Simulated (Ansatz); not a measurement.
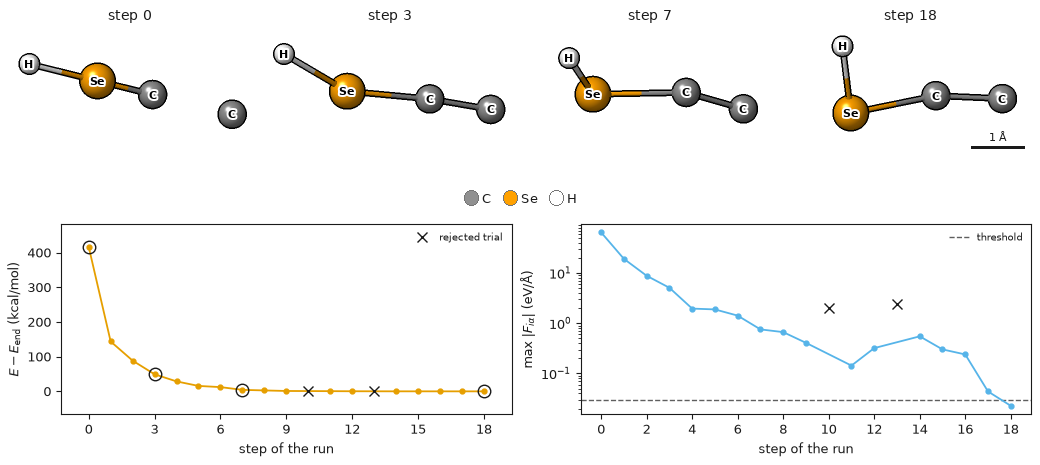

Frames of a relaxation of C₂HSe (multiplicity 2), marked on the history of the run. Style: ball-and-stick. Shown at a tilt.

It is one of the separated reactants of a reaction.

The calculation used Ansatz 0.2.0, UKS PBE-D4/def2-SVP. (force threshold 0.03 eV/Å; at most 250 steps)

What happens along the run?

Answer. Over 16 accepted moves (18 points after the start) the energy falls by 416.7 kcal/mol. The largest force component goes from 64 to 0.023 eV/Å. The line search rejected the trial steps at points 10, 13 of the run. The atom that moves furthest after the best rigid fit is the Se atom (0.80 Å). By element the largest moves are Se 0.80 Å, H 0.71 Å, C 0.49 Å. Some distances before and after: C–Se 1.220 → 1.792 Å, C–C 1.765 → 1.291 Å, C–Se 2.986 → 3.048 Å, H–Se 1.510 → 1.502 Å. New bonds form: C–C (1.77 → 1.29 Å). Among the angles between lasting bonds that change: C–Se–H 180.0° → 98.2°. From step 0 to 3: a C atom moves most (0.38 Å), energy −367.5 kcal/mol. From step 3 to 7: the H atom moves most (0.47 Å), energy −44.9 kcal/mol. From step 7 to 18: C and H atoms move most (0.28 Å), energy −4.32 kcal/mol.
